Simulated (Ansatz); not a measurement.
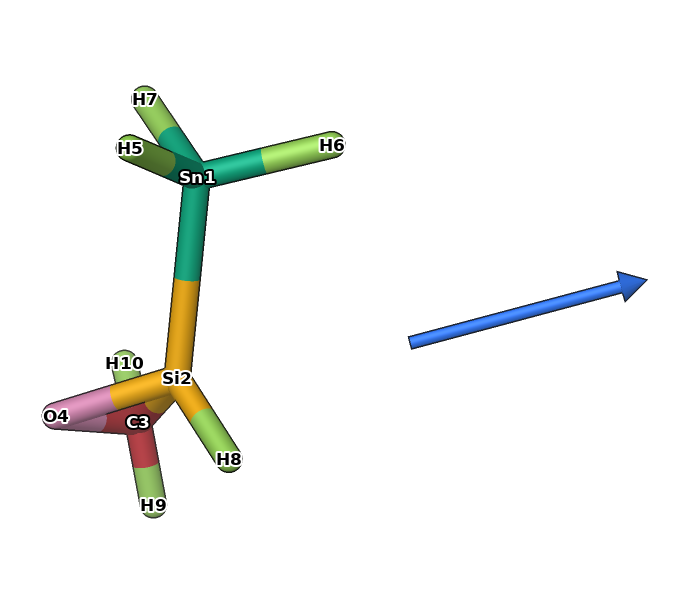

The arrow beside the molecule shows the direction of the dipole moment, from the negative to the positive end (its length means nothing). The geometry was computed by an optimisation with PBE0-D4/def2-TZVP. No frequency run is at hand to confirm it as a minimum. Level of theory: RKS PBE-D4/def2-TZVPP, core potentials on Sn (Ansatz 0.2.0).

Question: Estimate the dipole moment.

Answer: 1.51 D; it points from the side of O4 to the side of H6 (the outermost atoms at the two ends).
